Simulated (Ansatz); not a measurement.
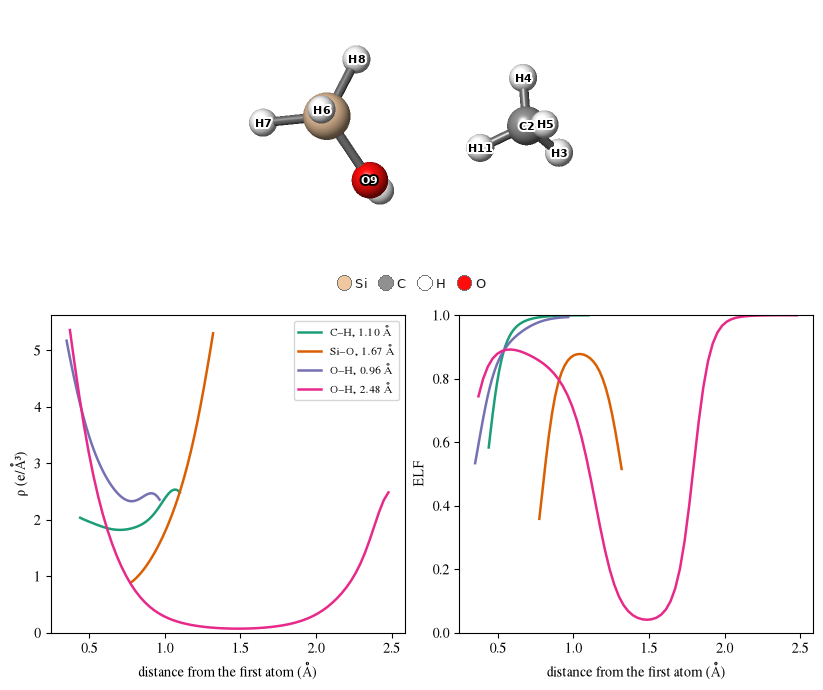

The picture shows: H$_{4}$OSi···CH$_{4}$. Total electron density and ELF along straight lines between neighbouring atoms. The curves leave out the atomic cores. The structure is drawn too.

These are results of Ansatz 0.2.0, RKS B3LYP-D4/def2-SVP, not measurements.

```yaml
atoms:
  - { symbol: Si, position_ang: [-0.4451, 0.4514, -1.0325] }
  - { symbol: C, position_ang: [-0.1895, -0.4123, 3.1578] }
  - { symbol: H, position_ang: [-0.9496, -0.7813, 3.8632] }
  - { symbol: H, position_ang: [0.4304, -1.2547, 2.8168] }
  - { symbol: H, position_ang: [0.4490, 0.3249, 3.6669] }
  - { symbol: H, position_ang: [0.4883, 1.6060, -0.9685] }
  - { symbol: H, position_ang: [-1.0231, 0.3544, -2.4090] }
  - { symbol: H, position_ang: [0.2894, -0.8204, -0.7530] }
  - { symbol: O, position_ang: [-1.6301, 0.7501, 0.1123] }
  - { symbol: H, position_ang: [-2.3049, 0.0728, 0.2432] }
  - { symbol: H, position_ang: [-0.6793, 0.0611, 2.2950] }
```

What kind of bonding do the profiles show?

C–H (1.10 Å): the density is about 1.9 e/Å³ at the midpoint; the ELF climbs to about 1 towards the hydrogen, as it does in any bond to H: an ordinary covalent bond to hydrogen.
Si–O (1.67 Å): the density is about 1 e/Å³ at the midpoint; the ELF peaks at about 0.90 between the atoms: a polar covalent bond.
O–H (0.96 Å): the density is about 3.6 e/Å³ at the midpoint; the ELF climbs to about 1 towards the hydrogen (an ordinary covalent bond to hydrogen).
O9···H11 (2.48 Å): the density falls to about 0.07 e/Å³ on the way; the ELF dips to about 0.05 between them; a non-bonded, intermolecular contact.
